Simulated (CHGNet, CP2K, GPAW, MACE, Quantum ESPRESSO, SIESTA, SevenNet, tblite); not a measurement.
# Twisted Ti2CO2 MXene bilayer, 38.21° (70 atoms) in CP2K

Aim: run twisted Ti2CO2 MXene bilayer, 38.21° (70 atoms) in CP2K and see how near its forces come to a plane-wave reference, and at what cost.

Main program and level: CP2K 2026.2; the method is named at each step.

## 1. Set-up

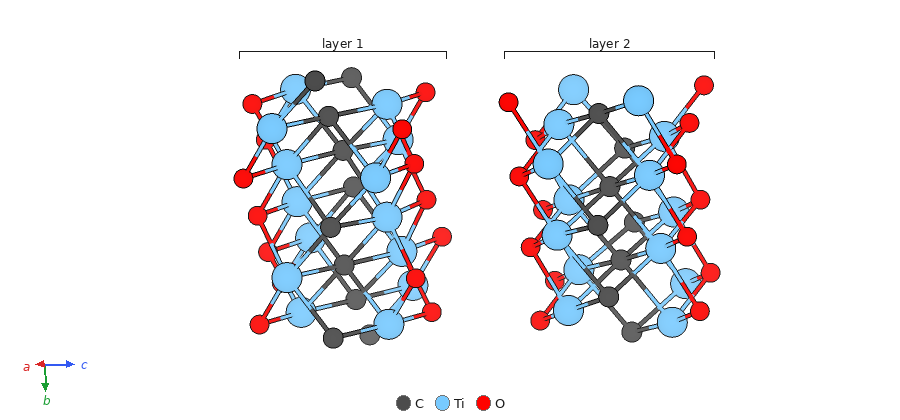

The starting structure, seen from the side, with the c axis across the page (carbon dark grey, titanium blue, oxygen red). Some periodic images of atoms are drawn too.

The cell holds 70 atoms: 14 C, 28 Ti and 28 O. Cell: a = 8.017 Å, b = 8.017 Å, c = 23.800 Å, α = 90.0°, β = 90.0°, γ = 120.0°. It derives from Ti2CO2 (Ti2CO2 MXene). Ti2CO2 MXene (a = 3.03 Å) under Ti2CO2 MXene (a = 3.03 Å), bilayer, commensurate cell of 7 unit cells a layer, twist 38.21 deg; facing planes 2.92 Å apart; 12 Å of vacuum; layers as built, displaced by a Gaussian of 0.01 Å. Then every atom was moved at random, 0.03 Å r.m.s. a Cartesian component. Regions: layer 1, 35 atoms (7 C, 14 Ti and 14 O); layer 2, 35 atoms (7 C, 14 Ti and 14 O). Vacuum lies along c.

The yardstick, on the same geometry:

```
method                                           : Kohn-Sham DFT, PBE, SSSP efficiency 1.3.0 pseudopotentials, plane waves (Quantum ESPRESSO 7.5); sssp-pbe-1.3.0-efficiency, cutoffs 60/480 Ry, Γ point
r.m.s. force component                           : 0.4741 eV/Å
longest force                                    : 1.644 eV/Å
gap (highest filled to lowest empty level) : 0.3976 eV
time                                             : 29 min on 1 thread of Arm Neoverse V2, shared host
CPU time                                         : 29 min
```

## 2. PBE, DZVP-MOLOPT-SR, 800/50 Ry, diagonalisation

Method: Kohn-Sham DFT, PBE, GTH-PBE pseudopotentials, Gaussian and plane waves, DZVP-MOLOPT-SR-GTH, diagonalisation.

input.inp reads:

```
&GLOBAL
  PROJECT cell
  RUN_TYPE ENERGY_FORCE
  PRINT_LEVEL LOW
&END GLOBAL
&FORCE_EVAL
  METHOD QS
  &DFT
    BASIS_SET_FILE_NAME BASIS_MOLOPT
    POTENTIAL_FILE_NAME GTH_POTENTIALS
    &MGRID
      CUTOFF 800
      REL_CUTOFF 50
      NGRIDS 5
    &END MGRID
    &QS
      EPS_DEFAULT 1.0E-12
    &END QS
    &SCF
      SCF_GUESS ATOMIC
      EPS_SCF 5.0E-06
      MAX_SCF 200
      ADDED_MOS 45
      &DIAGONALIZATION
        ALGORITHM STANDARD
      &END DIAGONALIZATION
      &SMEAR ON
        METHOD FERMI_DIRAC
        ELECTRONIC_TEMPERATURE [K] 580
      &END SMEAR
      &MIXING
        METHOD BROYDEN_MIXING
        ALPHA 0.2
        NBROYDEN 12
        BETA 0.05
      &END MIXING
      &PRINT
        &RESTART OFF
        &END RESTART
      &END PRINT
    &END SCF
    &XC
      &XC_FUNCTIONAL PBE
      &END XC_FUNCTIONAL
    &END XC
    &PRINT
      &MULLIKEN ON
      &END MULLIKEN
      &HIRSHFELD ON
        SHAPE_FUNCTION DENSITY
      &END HIRSHFELD
      &MO ON
        EIGENVALUES T
        OCCUPATION_NUMBERS T
        MO_INDEX_RANGE 269 292
        &EACH
          QS_SCF 0
        &END EACH
        ADD_LAST NUMERIC
      &END MO
    &END PRINT
  &END DFT
  &SUBSYS
    &CELL
      A 8.01660 0.00000 0.00000
      B -4.00830 6.94258 0.00000
      C 0.00000 0.00000 23.80000
    &END CELL
    &TOPOLOGY
      COORD_FILE_NAME structure.xyz
      COORD_FILE_FORMAT XYZ
    &END TOPOLOGY
    &KIND C
      BASIS_SET DZVP-MOLOPT-SR-GTH-q4
      POTENTIAL GTH-PBE-q4
    &END KIND
    &KIND Ti
      BASIS_SET DZVP-MOLOPT-SR-GTH-q12
      POTENTIAL GTH-PBE-q12
    &END KIND
    &KIND O
      BASIS_SET DZVP-MOLOPT-SR-GTH-q6
      POTENTIAL GTH-PBE-q6
    &END KIND
  &END SUBSYS
  &PRINT
    &FORCES ON
    &END FORCES
  &END PRINT
&END FORCE_EVAL
```

structure.xyz reads:

```xyz
70

C -3.99688 6.94001 8.22028
Ti 0.57030 1.65164 9.54713
Ti 1.75724 0.29242 6.92413
O 1.72934 0.36810 10.43273
O 0.56092 1.65900 5.96880
C -0.55222 2.93525 8.20386
Ti -0.00685 4.65646 9.57807
Ti 1.15078 3.31300 6.88962
O 1.15162 3.25697 10.38703
O 0.04541 4.67798 5.96785
C -1.15114 5.96263 8.19315
Ti 3.42245 0.67260 9.59854
Ti 0.54421 6.28838 6.92509
O 0.53739 6.27880 10.45463
O 3.45407 0.66892 5.96476
C 2.30225 1.92261 8.27336
Ti 2.89235 3.70713 9.53285
Ti 4.00998 2.28827 6.96745
O 4.01940 2.26168 10.40917
O 2.84393 3.67144 6.03187
C 1.69836 5.00442 8.23004
Ti 2.30858 6.58650 9.51119
Ti 3.43599 5.32524 6.89914
O 3.50361 5.33864 10.38822
O 2.27010 6.59899 6.01212
C 5.21091 0.97758 8.23908
Ti 5.70064 2.61950 9.57284
Ti 6.91159 1.28979 6.92128
O 6.88017 1.30312 10.43630
O 5.72377 2.64429 6.00165
C 4.60169 3.96255 8.22028
Ti -2.88409 5.59954 9.52071
Ti -1.68192 4.31391 6.90581
O -1.68204 4.27996 10.45796
O -2.87700 5.53615 5.97523
C 5.77051 3.88576 15.58733
Ti 4.65628 2.55431 16.84635
Ti 4.07003 4.17041 14.27810
O 4.05119 4.20623 17.78860
O 4.66807 2.58903 13.32871
C 3.43315 5.83031 15.59352
Ti 2.29808 4.54163 16.85992
Ti 1.75010 6.21569 14.29737
O 1.75824 6.22881 17.85119
O 2.33536 4.51608 13.34799
C 2.95989 2.87728 15.56710
Ti 1.75419 1.54209 16.89372
Ti 1.17832 3.25433 14.24168
O 1.23408 3.24455 17.80073
O 1.74501 1.64616 13.40107
C 5.20057 0.89261 15.54307
Ti 0.07091 6.54637 16.89729
Ti 3.51985 1.20801 14.25525
O 3.48349 1.15948 17.78288
O 0.00313 6.50686 13.31872
C 0.60950 4.87022 15.57758
[... 10 atom lines left out ...]
Ti -2.83435 5.54157 16.90062
Ti 0.65852 0.30415 14.30261
O 0.59030 0.18446 17.81882
O -2.82457 5.46881 13.36632
```

Run with:

```console
$ OMP_NUM_THREADS=2 cp2k.psmp -i input.inp > output.txt
```

Numbers of over 12 decimals in the logs are rounded to 6 here.

Output:

```text
CP2K| version string:                                       CP2K version 2026.2
 CP2K| Input file name                                                 input.inp
 GLOBAL| Basis set file name                                        BASIS_MOLOPT
 GLOBAL| Potential file name                                      GTH_POTENTIALS
 GLOBAL| Run type                                                   ENERGY_FORCE
 GLOBAL| Total number of message passing processes                             1
 GLOBAL| Number of threads for this process                                    2
 TOTAL NUMBERS AND MAXIMUM NUMBERS
  Total number of            - Atomic kinds:                                   3
                             - Atoms:                                         70
                             - Shell sets:                                    70
                             - Shells:                                       434
                             - Primitive Cartesian functions:                378
                             - Cartesian basis functions:                   1456
                             - Spherical basis functions:                   1274
  Maximum angular momentum of- Orbital basis functions:                        3
                             - Local part of the GTH pseudopotential:          2
                             - Non-local part of the GTH pseudopotential:      3
 SCF PARAMETERS         Density guess:                                    ATOMIC
                        max_scf:                                             200
                        eps_scf:                                        5.00E-06
                        added MOs                                        45    0
                        Mixing method:                            BROYDEN_MIXING
                                                charge density mixing in g-space
                        Smear method:                                FERMI_DIRAC
                        Electronic temperature [K]:                        580.0
                        Electronic temperature [a.u.]:                  1.84E-03
                        Accuracy threshold:                             1.00E-10
 Extrapolation method: initial_guess
 Number of electrons:                                                        560
 Number of occupied orbitals:                                                280
 Number of molecular orbitals:                                               325
 Number of orbital functions:                                               1274
 Number of independent orbital functions:                                   1274
 SCF WAVEFUNCTION OPTIMIZATION
  Step     Update method      Time    Convergence         Total energy    Change
     1 NoMix/Diag. 0.20E+00    8.8     1.92364040     -2168.9172320681 -2.17E+03
     2 Broy./Diag. 0.20E+00   13.2     0.33913425     -2153.7385939634  1.52E+01
     3 Broy./Diag. 0.20E+00   13.5     0.09361120     -2159.5708064400 -5.83E+00
     4 Broy./Diag. 0.20E+00   13.7     0.25467405     -2158.7244054185  8.46E-01
[...]
22 Broy./Diag. 0.20E+00   14.3     0.00000558     -2161.3386374042 -7.48E-05
    23 Broy./Diag. 0.20E+00   14.5     0.00000276     -2161.3384022201  2.35E-04
  *** SCF run converged in    23 steps ***
  Electronic density on regular grids:       -559.9999999994        0.0000000006
  Core density on regular grids:              559.9999999998       -0.0000000002
  Total charge density on r-space grids:        0.0000000003
  Total charge density g-space grids:           0.0000000003
  Overlap energy of the core charge distribution:               1.66e-12
  Self energy of the core charge distribution:              -4342.598121
  Core Hamiltonian energy:                                   1144.534164
  Hartree energy:                                            1364.855524
  Exchange-correlation energy:                               -328.128718
  Electronic entropic energy:                                  -0.00125112
  Fermi energy:                                                 0.109553
  Total energy:                                             -2161.338402
  Total energy (extrapolated to T->0):                      -2161.337777
 MO| EIGENVALUES AND OCCUPATION NUMBERS
 MO|
 MO|  Index      Eigenvalue [a.u.]        Eigenvalue [eV]             Occupation
 MO|    269               0.026528               0.721851               2.000000
 MO|    270               0.026706               0.726714               2.000000
 MO|    271               0.028088               0.764312               2.000000
[...]
MO|    291               0.128560               3.498294               0.000064
 MO|    292               0.129454               3.522631               0.000039
 MO| Sum:                                                             560.000000
 MO| E(Fermi):            0.109553 a.u.          2.981085 eV
 !-----------------------------------------------------------------------------!
                     Mulliken Population Analysis
 #  Atom  Element  Kind  Atomic population                           Net charge
       1     C        1          4.244958                             -0.244958
       2     Ti       2         11.378078                              0.621922
       3     Ti       2         11.349245                              0.650755
[...]
69     O        3          6.533530                             -0.533530
      70     O        3          6.540021                             -0.540021
 # Total charge                            560.000000                  0.000000
 !-----------------------------------------------------------------------------!
 !-----------------------------------------------------------------------------!
                           Hirshfeld Charges
  #Atom  Element  Kind  Ref Charge     Population                    Net charge
      1       C      1       4.000          4.340                        -0.340
      2       Ti     2      12.000         11.572                         0.428
      3       Ti     2      12.000         11.570                         0.430
[...]
69       O      3       6.000          6.259                        -0.259
     70       O      3       6.000          6.267                        -0.267
  Total Charge                                                           -0.000
 !-----------------------------------------------------------------------------!
 ENERGY| Total FORCE_EVAL ( QS ) energy [hartree]          -2161.338301
 FORCES| Atomic forces [hartree/bohr]
 FORCES|   Atom     x               y               z               |f|
 FORCES|      1  3.90354090E-03 -1.06748712E-02 -3.47243786E-03   1.18847941E-02
 FORCES|      2 -6.72846111E-03  8.95383522E-03 -1.63091666E-02   1.97846473E-02
 FORCES|      3 -2.90247666E-03  1.17679226E-02  5.13649810E-03   1.31640414E-02
[...]
FORCES|     69  4.70947521E-03  6.19524951E-03 -2.95038391E-03   8.32256201E-03
 FORCES|     70  3.91791651E-03  1.17731186E-02 -9.30609882E-04   1.24427660E-02
 FORCES| Sum     9.13659628E-05  6.02674248E-05  2.97024036E-03
 FORCES| Total atomic force                                       2.97225633E-03
```

It took 6 min on 2 threads of Arm Neoverse V2, shared host; peak memory 6.7 GiB; 11 min of CPU time.

Banners, paths, timers and routine set-up lines are dropped from the logs unmarked, and long logs keep their key lines alone; longer cuts are marked.

Numbers from this run, and their distance from the reference:

```
r.m.s. force component                  : 0.4848 eV/Å
r.m.s. difference of force components   : 20.88 meV/Å
longest difference of force vectors     : 69.56 meV/Å
force difference over r.m.s. force      : 4.404 %
slope of forces against the reference's : 1.022
correlation of force components         : 0.9993
```

Length of the force difference by element (eV/Å):

| element | atoms | mean | most |
| --- | --- | --- | --- |
| C | 14 | 0.020 | 0.032 |
| O | 28 | 0.020 | 0.058 |
| Ti | 28 | 0.049 | 0.070 |

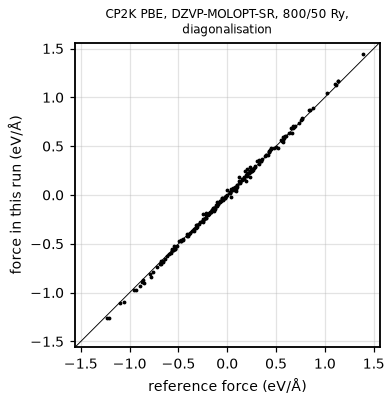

Force components against those of the reference; the line marks equality.

A closer look about C41, picked at random: 9 atoms, nearest first, numbered in the order of the input, with positions taken from that point.

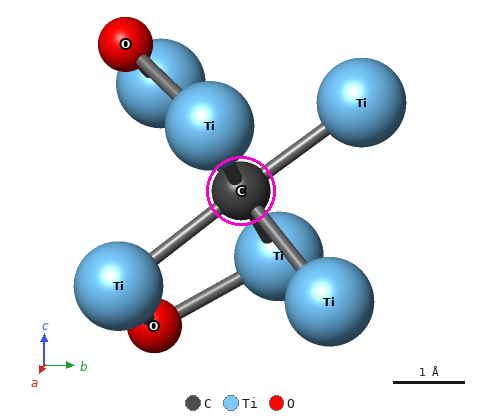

The atoms of the table, within 2.8 Å (arrows a, b, c point along x, y, z); some may hide others; the central atom is ringed.

| atom | x | y | z | distance (Å) | Hirshfeld charge (e) | Fx | Fy | Fz (eV/Å) |
| --- | --- | --- | --- | --- | --- | --- | --- | --- |
| C41 | 0.00 | 0.00 | 0.00 | 0.00 | -0.34 | 0.49 | 0.74 | -0.28 |
| Ti62 | -0.54 | 1.64 | 1.24 | 2.12 | 0.42 | 0.23 | 0.16 | 0.63 |
| Ti42 | -1.14 | -1.29 | 1.27 | 2.13 | 0.42 | 0.27 | -0.40 | 0.14 |
| Ti43 | -1.68 | 0.39 | -1.30 | 2.16 | 0.42 | 0.69 | -0.08 | -0.47 |
| Ti67 | 1.75 | -0.29 | 1.31 | 2.20 | 0.44 | -0.46 | 0.05 | 0.18 |
| Ti38 | 0.64 | -1.66 | -1.32 | 2.21 | 0.42 | -0.54 | 0.25 | -0.07 |
| Ti68 | 1.23 | 1.42 | -1.29 | 2.28 | 0.43 | -0.24 | -0.46 | -0.03 |
| O39 | 0.62 | -1.62 | 2.20 | 2.80 | -0.26 | 0.25 | -0.21 | -0.06 |
| O45 | -1.10 | -1.31 | -2.25 | 2.82 | -0.27 | 0.05 | 0.13 | 0.05 |

Forces lie 4.4 % from the reference's, at 0.38 times its CPU time (on 2 against 1 cores).

## 3. PBE, DZVP-MOLOPT-SR, 560/50 Ry, diagonalisation

Method: Kohn-Sham DFT, PBE, GTH-PBE pseudopotentials, Gaussian and plane waves, DZVP-MOLOPT-SR-GTH, diagonalisation.

Changes to input.inp since step 2:

```diff
@@ -11,5 +11,4 @@
     &MGRID
-      CUTOFF 800
+      CUTOFF 560
       REL_CUTOFF 50
-      NGRIDS 5
     &END MGRID
@@ -68,6 +67,30 @@
     &END CELL
-    &TOPOLOGY
-      COORD_FILE_NAME structure.xyz
-      COORD_FILE_FORMAT XYZ
-    &END TOPOLOGY
+    &COORD
+      SCALED
+      C 0.00124 0.99963 0.34539
+      Ti 0.19009 0.23790 0.40114
+      Ti 0.24026 0.04212 0.29093
+      O 0.24223 0.05302 0.43835
+      O 0.18945 0.23896 0.25079
+      C 0.14251 0.42279 0.34470
+      Ti 0.33450 0.67071 0.40244
+      Ti 0.38215 0.47720 0.28948
+      O 0.37822 0.46913 0.43643
+      O 0.34257 0.67381 0.25075
+      C 0.28583 0.85885 0.34425
+      Ti 0.47536 0.09688 0.40330
+      Ti 0.52077 0.90577 0.29097
+      O 0.51923 0.90439 0.43927
+      O 0.47904 0.09635 0.25062
+      C 0.42565 0.27693 0.34762
+      Ti 0.62778 0.53397 0.40054
+      Ti 0.66501 0.32960 0.29275
+      O 0.66427 0.32577 0.43736
+      O 0.61917 0.52883 0.25344
+[... 46 atom lines left out ...]
+      Ti 0.04554 0.79820 0.71011
+      Ti 0.10405 0.04381 0.60095
+      O 0.08692 0.02657 0.74869
+      O 0.04152 0.78772 0.56161
+    &END COORD
     &KIND C
```

Run with:

```console
$ OMP_NUM_THREADS=1 mpirun -np 4 cp2k.psmp -i input.inp > output.txt
```

Output:

```text
CP2K| version string:                                       CP2K version 2026.2
 CP2K| Input file name                                                 input.inp
 GLOBAL| Basis set file name                                        BASIS_MOLOPT
 GLOBAL| Potential file name                                      GTH_POTENTIALS
[... lines left out ...]
                        Smear method:                                FERMI_DIRAC
[... lines left out ...]
 Number of electrons:                                                        560
[... lines left out ...]
  Step     Update method      Time    Convergence         Total energy    Change
[... lines left out ...]
  *** SCF run converged in    23 steps ***
[... lines left out ...]
  Fermi energy:                                                 0.109553
  Total energy:                                             -2161.338614
  Total energy (extrapolated to T->0):                      -2161.337988
[... lines left out ...]
 MO| E(Fermi):            0.109553 a.u.          2.981086 eV
[... lines left out ...]
     70       O      3       6.000          6.267                        -0.267
  Total Charge                                                           -0.000
 !-----------------------------------------------------------------------------!
 ENERGY| Total FORCE_EVAL ( QS ) energy [hartree]          -2161.338513
 FORCES| Atomic forces [hartree/bohr]
 FORCES|   Atom     x               y               z               |f|
 FORCES|      1  3.89648541E-03 -1.06743367E-02 -3.49350788E-03   1.18881731E-02
 FORCES|      2 -6.73571040E-03  8.96819181E-03 -1.62396520E-02   1.97363765E-02
 FORCES|      3 -2.87868287E-03  1.17633323E-02  5.02065212E-03   1.31099103E-02
[...]
FORCES|     69  4.33349379E-03  5.99628922E-03 -2.36460626E-03   7.76698240E-03
 FORCES|     70  3.88633084E-03  1.18692262E-02 -1.78916708E-03   1.26167831E-02
 FORCES| Sum    -2.89100027E-04 -7.52056138E-04 -7.13567640E-03
 FORCES| Total atomic force                                       7.18101977E-03
```

Run time: 2.7 min. Hardware: 4 MPI ranks; peak memory 5.7 GiB; 11 min of CPU time.

Compared with the plane-wave run:

```
r.m.s. force component                          : 0.4829 eV/Å
r.m.s. difference of force components           : 26.26 meV/Å
longest difference of force vectors             : 80.6 meV/Å
force difference over r.m.s. force              : 5.54 %
slope of forces against the reference's         : 1.017
correlation of force components                 : 0.9987
energy less the same-level run's                : -0.0822 meV/atom
r.m.s. force difference from the same-level run : 20.54 meV/Å
```

Against the first run (4.4 %), the force difference from the reference is 5.5 %, at 1.0 times the CPU time (on 4 against 2 cores): the grid matters here.

(Continued in part 2 of 2.)

[Also dropped from logs without a mark: logging warnings of Python, and SIESTA's first energy breakdown and zero terms.]

[Logs are printed without paths, hosts, clocks, repeated set-up lines and the standing remarks that a program may print on its own settings, such as how far it seeks lower states.]

[Hosts, paths, dates, database ids (printed as entryN), source tags and the programs' standing remarks are cut or masked in the printed files.]
